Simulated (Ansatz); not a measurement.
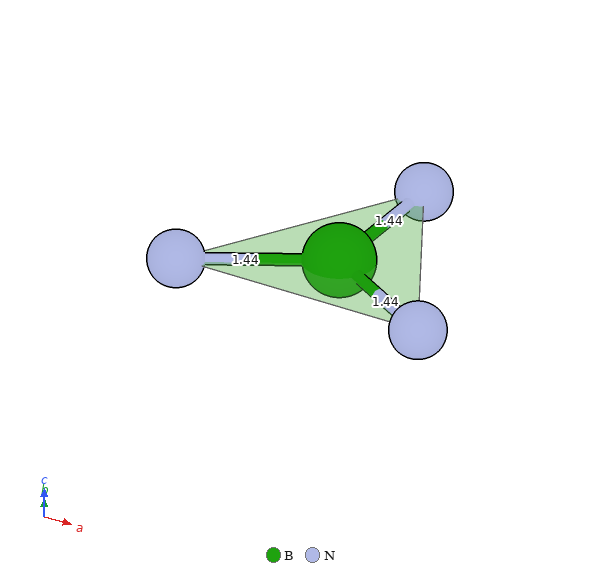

The BN3 unit about B in BN. The structure is the input geometry of an electronic-structure calculation and need not be at equilibrium.

BN, space group P6_3/mmc (No. 194), a = 2.500 Å, b = 2.500 Å, c = 6.584 Å, α = 90.00°, β = 90.00°, γ = 120.00°

| site | Wyckoff | x | y | z |
| --- | --- | --- | --- | --- |
| B | 2b | 0.0000 | 0.0000 | 0.7500 |
| N | 2d | 0.6667 | 0.3333 | 0.2500 |

Q: Give the distortion indices.

A: It is closest to the trigonal plane.

| measure | value |
| --- | --- |
| mean bond length | 1.443 Å |
| bond-length distortion index (Baur) | 0.000 |
| effective coordination number (Hoppe) | 3.00 |
| shape measure against the trigonal plane | 0.00 |
| shape measure against the trigonal pyramid | 3.03 |
| centre off the ligands' centroid by | 0.00 Å |
